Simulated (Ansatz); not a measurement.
# GeO (singlet): density functionals in cc-pVTZ

What do functionals of several rungs give for GeO (singlet)?

The runs use Ansatz 0.2.0, Gaussian basis; cc-pVTZ, all electrons in the functionals, frozen cores in the correlation of double hybrids and RPA.

The runs, in order: PBE, revPBE, r2SCAN, PBE0, B3LYP, wB97X-V, wB97M-V, B2PLYP, RPA-PBE.

3 further runs of the same task are left out: 1 that didn't finish, 2 set aside as unsound or not needed.

### 1 The geometry

The geometry is a PBE0/def2-TZVP stationary point (not a proven minimum). No spin-orbit coupling is included. The filled d shell of Ge may be among the frozen orbitals whatever the setting's name suggests; the logs give the count.

2 atoms, charge 0, spin multiplicity 1.

Atoms are counted from 1 here; the program's logs count them from 0.

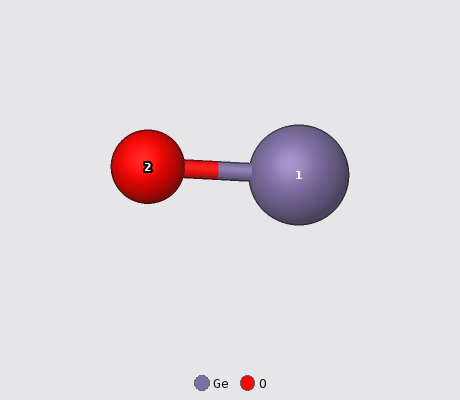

The geometry (germanium purple, oxygen red); atoms are numbered from 1 in the order of the file.

No dispersion term is added; wB97X-V, wB97M-V hold VV10 nonlocal correlation. B3LYP takes the VWN-RPA correlation.

### 2 PBE (restricted)

in.yaml

```yaml
crystal:
  periodic: [false, false, false]
  atoms:
    - {symbol: Ge, position_ang: [0.000000, 0.000000, 0.000000]}
    - {symbol: O, position_ang: [0.000000, 0.000000, 1.622593]}
basis:
  gaussian: {orbitals: cc-pVTZ}
hamiltonian: {xc: {name: PBE}}
output: {orbitals: {seedname: orbitals}}
```

Run with:

```
> ansatz run in.yaml --threads 1 --pin off --events-out ev --progress --plain --max-ram 2176MiB
```

Output:

```text
Functional definition: PBE
  name "PBE"
  cite "Perdew, Burke & Ernzerhof, Phys. Rev. Lett. 77, 3865 (1996) doi:10.1103/PhysRevLett.77.3865"
  parent pbe
  parameter kappa = 0.804
  parameter beta = 0.06672455060314922
  exchange = pbe_x(kappa = kappa, mu = beta*pi^2/3)
  correlation = pbe_c(beta = beta)
524 factors; their error is unknown
mean field evaluation 1: about -58544.6120 eV, gradient 8.1e1 eV
mean field evaluation 2: about -58366.6059 eV, gradient 2.0e2 eV
mean field evaluation 4: about -58554.3947 eV, gradient 3.1e1 eV
mean field evaluation 8: about -58556.5931 eV, gradient 1.2e-1 eV
mean field evaluation 16: about -58556.5825 eV, gradient 3.1e-5 eV
mean field -58556.58248500 eV, -2151.9147152465 hartree, gradient 3.2e-5 eV, S^2 0.000000; 0 other end points of the search recorded, 0 dependent functions left out
reference -58556.58251105 eV, -2151.9147162038 hartree; 20, 20 occupied and 53, 53 virtual orbitals, 524 factors
Total energy: -58556.58251105 eV, -2151.9147162038 hartree
```

It took 1.6 s on 1 thread of AMD EPYC 7R43, shared host.

### 3 revPBE (restricted)

in.yaml: that of step 2 with these lines changed.

```diff
@@ -7,3 +7,2 @@
   gaussian: {orbitals: cc-pVTZ}
-hamiltonian: {xc: {name: PBE}}
-output: {orbitals: {seedname: orbitals}}
+hamiltonian: {xc: {name: revPBE}}
```

The command is unchanged.

Output:

```text
Functional definition: revPBE
  name "revPBE"
  cite "Zhang & Yang, Phys. Rev. Lett. 80, 890 (1998) doi:10.1103/PhysRevLett.80.890"
  cite "Perdew, Burke & Ernzerhof, Phys. Rev. Lett. 77, 3865 (1996) doi:10.1103/PhysRevLett.77.3865"
  parameter kappa = 1.245
  parameter beta = 0.06672455060314922
  exchange = pbe_x(kappa = kappa, mu = beta*pi^2/3)
  correlation = pbe_c(beta = beta)
524 factors; their error is unknown
mean field evaluation 1: about -58550.3775 eV, gradient 8.0e1 eV
mean field evaluation 2: about -58372.7069 eV, gradient 2.0e2 eV
mean field evaluation 4: about -58560.1555 eV, gradient 3.0e1 eV
mean field evaluation 8: about -58562.2313 eV, gradient 1.1e-1 eV
mean field evaluation 16: about -58562.2208 eV, gradient 2.8e-5 eV
mean field -58562.22075733 eV, -2152.1219179328 hartree, gradient 3.0e-5 eV, S^2 0.000000; 0 other end points of the search recorded, 0 dependent functions left out
reference -58562.22078977 eV, -2152.1219191250 hartree; 20, 20 occupied and 53, 53 virtual orbitals, 524 factors
Total energy: -58562.22078977 eV, -2152.1219191250 hartree
```

Run time: 1.5 s. Hardware: 1 thread of AMD EPYC 7R43, shared host.

### 4 r2SCAN (restricted)

in.yaml: that of step 3 with these lines changed.

```diff
@@ -7,2 +7,3 @@
   gaussian: {orbitals: cc-pVTZ}
-hamiltonian: {xc: {name: revPBE}}
+hamiltonian: {xc: {name: r2SCAN}}
+output: {forces: true}
```

Same command.

Output, shortened:

```text
Functional definition: r2SCAN
  name "r2SCAN"
  cite "Furness, Kaplan, Ning, Perdew & Sun, J. Phys. Chem. Lett. 11, 8208 (2020) doi:10.1021/acs.jpclett.0c02405"
  cite "Furness, Kaplan, Ning, Perdew & Sun, J. Phys. Chem. Lett. 11, 9248 (2020) doi:10.1021/acs.jpclett.0c03077"
  parent r2scan
[...]
524 factors; their error is unknown
[...]
mean field -58565.73272512 eV, -2152.2509803686 hartree, gradient 4.3e-6 eV, S^2 0.000000; 0 other end points of the search recorded, 0 dependent functions left out
[...]
reference -58565.73273289 eV, -2152.2509806542 hartree; 20, 20 occupied and 53, 53 virtual orbitals, 524 factors
Total energy: -58565.73273289 eV, -2152.2509806542 hartree
Atom 0 at     0.000000     0.000000     0.000000 Å, force     0.000000    -0.000000    -0.158402 eV/Å
Atom 1 at     0.000000     0.000000     1.622593 Å, force    -0.000000    -0.000000     0.158402 eV/Å
Dipole moment:     0.000000    -0.000000    -0.623899 e Å
```

It took 3.7 s on 1 thread of AMD EPYC 7R43, shared host.

### 5 PBE0 (restricted)

in.yaml: that of step 4 with these lines changed.

```diff
@@ -7,3 +7,3 @@
   gaussian: {orbitals: cc-pVTZ}
-hamiltonian: {xc: {name: r2SCAN}}
-output: {forces: true}
+hamiltonian: {xc: {name: PBE0}}
+output: {forces: true, orbitals: {seedname: orbitals}}
```

Launched as before.

Output, shortened:

```text
Functional definition: PBE0
  name "PBE0"
  cite "Adamo & Barone, J. Chem. Phys. 110, 6158 (1999) doi:10.1063/1.478522"
  cite "Perdew, Burke & Ernzerhof, Phys. Rev. Lett. 77, 3865 (1996) doi:10.1103/PhysRevLett.77.3865"
  parent pbe
[...]
581 factors; their error is unknown
[...]
mean field -58557.57575648 eV, -2151.9512173001 hartree, gradient 4.1e-6 eV, S^2 0.000000; 0 other end points of the search recorded, 0 dependent functions left out
[...]
reference -58557.57577624 eV, -2151.9512180264 hartree; 20, 20 occupied and 53, 53 virtual orbitals, 581 factors
Total energy: -58557.57577624 eV, -2151.9512180264 hartree
Atom 0 at     0.000000     0.000000     0.000000 Å, force    -0.000000     0.000000     0.142501 eV/Å
Atom 1 at     0.000000     0.000000     1.622593 Å, force    -0.000000     0.000000    -0.142501 eV/Å
Dipole moment:     0.000000    -0.000000    -0.670856 e Å
```

Wall time 2.5 s (1 thread of AMD EPYC 7R43, shared host).

Orbitals, density, ELF and potential are computed afterwards from the orbital file.

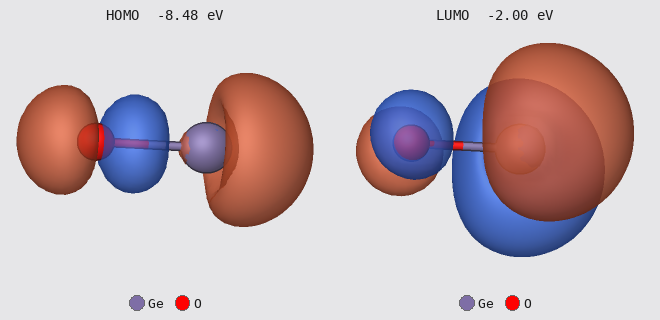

PBE0/cc-pVTZ orbitals near the gap, drawn at the value that encloses 70 % of each; the two colours are the two signs.

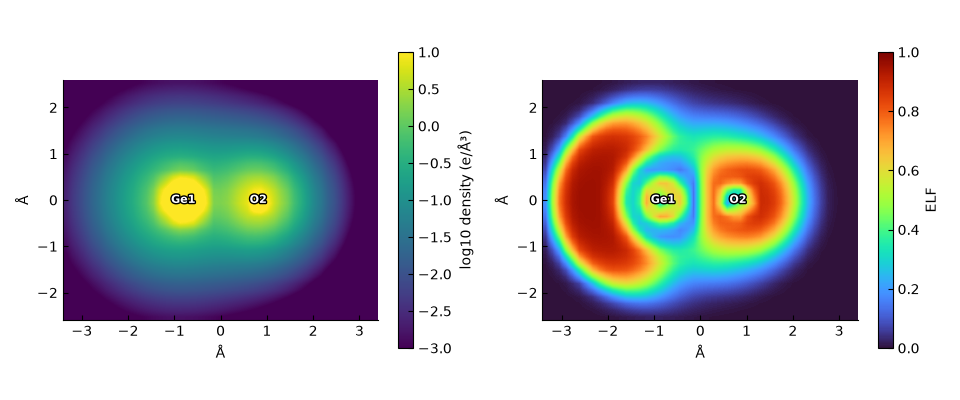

Density (left) and ELF (right) in a plane through or near 2 of the atoms.

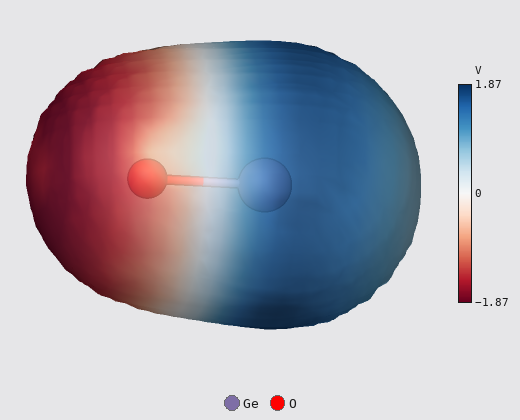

The potential that a unit positive charge feels on the 0.002 e/bohr³ surface, from the 1st to the 99th percentile, from -1.87 V near O2 to 1.79 V near Ge1.

### 6 B3LYP (restricted)

in.yaml: that of step 5 with these lines changed.

```diff
@@ -7,3 +7,2 @@
   gaussian: {orbitals: cc-pVTZ}
-hamiltonian: {xc: {name: PBE0}}
-output: {forces: true, orbitals: {seedname: orbitals}}
+hamiltonian: {xc: {name: B3LYP}}
```

Same command.

Output:

```text
Functional definition: B3LYP
  name "B3LYP"
  cite "Stephens, Devlin, Chabalowski & Frisch, J. Phys. Chem. 98, 11623 (1994) doi:10.1021/j100096a001"
  cite "Becke, Phys. Rev. A 38, 3098 (1988) doi:10.1103/PhysRevA.38.3098"
  cite "Lee, Yang & Parr, Phys. Rev. B 37, 785 (1988) doi:10.1103/PhysRevB.37.785"
  cite "Vosko, Wilk & Nusair, Can. J. Phys. 58, 1200 (1980) doi:10.1139/p80-159"
  parameter a0 = 0.2
  parameter ax = 0.72
  parameter ac = 0.81
  exchange = (1 - a0 - ax)*slater_x + ax*b88_x + a0*exact_x
  correlation = (1 - ac)*vwn_rpa_c + ac*lyp_c
581 factors; their error is unknown
mean field evaluation 1: about -58557.5272 eV, gradient 7.5e1 eV
mean field evaluation 2: about -58415.2386 eV, gradient 2.0e2 eV
mean field evaluation 4: about -58568.0267 eV, gradient 7.0e0 eV
mean field evaluation 8: about -58568.1607 eV, gradient 2.7e-2 eV
mean field -58568.32477474 eV, -2152.3462364354 hartree, gradient 6.0e-5 eV, S^2 0.000000; 0 other end points of the search recorded, 0 dependent functions left out
reference -58568.32493855 eV, -2152.3462424553 hartree; 20, 20 occupied and 53, 53 virtual orbitals, 581 factors
Total energy: -58568.32493855 eV, -2152.3462424553 hartree
```

Run time: 1.9 s. Hardware: 1 thread of AMD EPYC 7R43, shared host.

### 7 wB97X-V (restricted)

in.yaml: that of step 6 with these lines changed.

```diff
@@ -7,2 +7,2 @@
   gaussian: {orbitals: cc-pVTZ}
-hamiltonian: {xc: {name: B3LYP}}
+hamiltonian: {xc: {name: wB97X-V}}
```

The command is unchanged.

Output, shortened:

```text
Functional definition: wB97X-V
  name "wB97X-V"
  cite "Mardirossian & Head-Gordon, Phys. Chem. Chem. Phys. 16, 9904 (2014) doi:10.1039/C3CP54374A"
  cite "Becke, J. Chem. Phys. 107, 8554 (1997) doi:10.1063/1.475007"
  cite "Vydrov & Van Voorhis, J. Chem. Phys. 133, 244103 (2010) doi:10.1063/1.3521275"
[...]
      + integral(e_c_pw_opposite_spin*poly(b97_u_opposite, cos0, cos1)) + vv10(b, c)
574 factors; their error is unknown
98 factors; integrals over basis functions are off by at most 1.2e-4 eV
[...]
mean field -58560.91551032 eV, -2152.0739509901 hartree, gradient 4.7e-5 eV, S^2 0.000000; 0 other end points of the search recorded, 0 dependent functions left out
reference -58560.91550904 eV, -2152.0739509430 hartree; 20, 20 occupied and 53, 53 virtual orbitals, 574 factors
Total energy: -58560.91550904 eV, -2152.0739509430 hartree
```

It took 4.5 s on 1 thread of AMD EPYC 7R43, shared host.

### 8 wB97M-V (restricted)

in.yaml: that of step 7 with these lines changed.

```diff
@@ -7,2 +7,3 @@
   gaussian: {orbitals: cc-pVTZ}
-hamiltonian: {xc: {name: wB97X-V}}
+hamiltonian: {xc: {name: wB97M-V}}
+output: {forces: true, orbitals: {seedname: orbitals}}
```

The command is unchanged.

Output, shortened:

```text
Functional definition: wB97M-V
  name "wB97M-V"
  cite "Mardirossian & Head-Gordon, J. Chem. Phys. 144, 214110 (2016) doi:10.1063/1.4952647"
  cite "Becke, J. Chem. Phys. 107, 8554 (1997) doi:10.1063/1.475007"
  cite "Vydrov & Van Voorhis, J. Chem. Phys. 133, 244103 (2010) doi:10.1063/1.3521275"
  # Of w^i u^j: cxij and so on, Table III.
[...]
  gx(w, u) = 1 - cx + cx01*u + cx10*w
  gss(w, u) = css00 + css04*u^4 + css10*w + css20*w^2 + css43*w^4*u^3
  gos(w, u) = cos00 + cos10*w + (cos20 + cos21*u)*w^2 + (cos60 + cos61*u)*w^6
[...]
      + integral(e_c_pw_mod_opposite_spin*gos(b97_w_opposite, b97_u_opposite)) + vv10(b, c)
574 factors; their error is unknown
98 factors; integrals over basis functions are off by at most 1.2e-4 eV
[...]
mean field -58563.47476792 eV, -2152.1680019720 hartree, gradient 6.3e-5 eV, S^2 0.000000; 0 other end points of the search recorded, 0 dependent functions left out
[...]
reference -58563.47479929 eV, -2152.1680031249 hartree; 20, 20 occupied and 53, 53 virtual orbitals, 574 factors
Total energy: -58563.47479929 eV, -2152.1680031249 hartree
Atom 0 at     0.000000     0.000000     0.000000 Å, force     0.000000    -0.000000     0.317401 eV/Å
Atom 1 at     0.000000     0.000000     1.622593 Å, force     0.000000     0.000000    -0.317401 eV/Å
Dipole moment:     0.000000    -0.000000    -0.698724 e Å
```

Wall time 6 s (1 thread of AMD EPYC 7R43, shared host).

### 9 B2PLYP (restricted)

in.yaml: that of step 8 with these lines changed.

```diff
@@ -7,3 +7,3 @@
   gaussian: {orbitals: cc-pVTZ}
-hamiltonian: {xc: {name: wB97M-V}}
-output: {forces: true, orbitals: {seedname: orbitals}}
+hamiltonian: {xc: {name: B2PLYP}}
+correlation: {electrons: outside_noble_gas}
```

Launched as before.

Output, shortened:

```text
Functional definition: B2PLYP
  name "B2PLYP"
  cite "Grimme, J. Chem. Phys. 124, 034108 (2006) doi:10.1063/1.2148954"
  cite "Becke, Phys. Rev. A 38, 3098 (1988) doi:10.1103/PhysRevA.38.3098"
  cite "Lee, Yang & Parr, Phys. Rev. B 37, 785 (1988) doi:10.1103/PhysRevB.37.785"
[...]
466 factors; integrals over basis functions are off by at most 1.4e-3 eV
[...]
mean field -58551.60879688 eV, -2151.7319355795 hartree, gradient 5.5e-6 eV, S^2 0.000000; 0 other end points of the search recorded, 0 dependent functions left out
15 core orbitals not correlated: weight in the atoms' cores, before any rotation towards them, 0.981 or more for the frozen orbitals, at most 0.017 for the correlated occupied ones
reference -58551.60890085 eV, -2151.7319394003 hartree; 5, 5 occupied and 53, 53 virtual orbitals, 466 factors
second order -12.03202825 eV of doubles, -0.00000000 eV of singles
Total energy: -58554.85754848 eV, -2151.8513249986 hartree
```

Wall time 3.1 s (1 thread of AMD EPYC 7R43, shared host).

### 10 RPA-PBE

in.yaml: that of step 9 with these lines changed.

```diff
@@ -7,3 +7,3 @@
   gaussian: {orbitals: cc-pVTZ}
-hamiltonian: {xc: {name: B2PLYP}}
-correlation: {electrons: outside_noble_gas}
+hamiltonian: {xc: {name: PBE}}
+correlation: {method: rpa, electrons: outside_noble_gas}
```

Same command.

Output, shortened:

```text
Functional definition: PBE
  name "PBE"
  cite "Perdew, Burke & Ernzerhof, Phys. Rev. Lett. 77, 3865 (1996) doi:10.1103/PhysRevLett.77.3865"
  parent pbe
[...]
466 factors; integrals over basis functions are off by at most 1.4e-3 eV
[...]
mean field -58556.58248338 eV, -2151.9147151871 hartree, gradient 9.5e-6 eV, S^2 0.000000; 0 other end points of the search recorded, 0 dependent functions left out
15 core orbitals not correlated: weight in the atoms' cores, before any rotation towards them, 0.970 or more for the frozen orbitals, at most 0.027 for the correlated occupied ones
reference -58511.26286688 eV, -2150.2492499995 hartree; 5, 5 occupied and 53, 53 virtual orbitals, 466 factors
Total energy: -58525.50825020 eV, -2150.7727581805 hartree
```

Run time: 3 s. Hardware: 1 thread of AMD EPYC 7R43, shared host.

### 11 Side by side

```csv
functional,energy (eV),⟨S²⟩,time
PBE,-58556.5825,0.000,1.6 s
revPBE,-58562.2208,0.000,1.5 s
r2SCAN,-58565.7327,0.000,3.7 s
PBE0,-58557.5758,0.000,2.5 s
B3LYP,-58568.3249,0.000,1.9 s
wB97X-V,-58560.9155,0.000,4.5 s
wB97M-V,-58563.4748,0.000,6 s
B2PLYP,-58554.8575,0.000,3.1 s
RPA-PBE,-58525.5083,0.000,3 s
```

Orbital levels of the runs that wrote orbitals: PBE HOMO -7.13, LUMO -2.79 eV; PBE0 HOMO -8.48, LUMO -2.00 eV; wB97M-V HOMO -10.75, LUMO -0.02 eV.

### 12 What came out

```
                quantity                      value
spread of total energies                    42.8 eV
       quickest, slowest  revPBE 1.5 s, wB97M-V 6 s
```

**Reading.** Total energies of different functionals can't be ranked; only differences within one functional count.
